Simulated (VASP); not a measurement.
Band structure of CaSe. Calculation: PBE GGA, VASP's PBE PAW potentials (set 64) (plane waves; VASP 6.6.1).

The cell holds a wide vacuum, so values per volume refer to the whole cell.

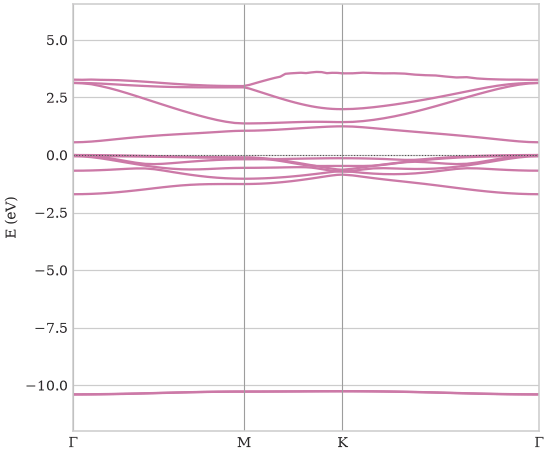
*Bands along high-symmetry lines, zero at the valence-band maximum or, without a gap, the Fermi level*

Question: Read the plot: is there a gap, and where are the band edges?

Answer: The gap is direct, 0.55 eV, from the valence maximum at Γ to the conduction minimum at Γ.

The cell is a sheet with vacuum, built from a generated structure.
